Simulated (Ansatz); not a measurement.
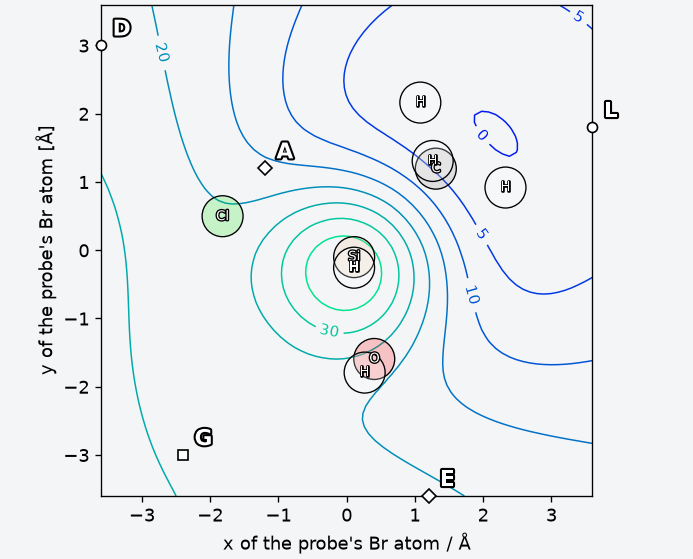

CH₅ClOSi (SMILES C[SiH](O)Cl) with the probe Br-. 
- The probe is moved over a plane parallel to the molecule's main plane, 4.21 Å above it.
- First axis: x of the probe's Br atom. Second axis: y of the probe's Br atom.
- Nothing is relaxed (molecule and probe rigid).
- Grid: 13 × 13 points.
- Points are written as (first, second).
- All energies are given in kJ/mol relative to the lowest grid point.
- Computed with RHF/def2-SVPD in Ansatz.

In the figure: contour lines labelled in kJ/mol, labelled circles for the molecule's atoms, projected on the plane, lettered points. Between grid points the surface is interpolated.

**Is E the lowest point of the computed grid?**

No. E lies 20.9 kJ/mol above the lowest grid point, which is at (2.4 Å, 1.8 Å) [nearest 1 H at 3.84 Å].

**Rank the lettered points by energy, lowest first.**

L (2.5 kJ/mol), A (16.2 kJ/mol), E (20.9 kJ/mol), D (22.7 kJ/mol), G (24.4 kJ/mol).
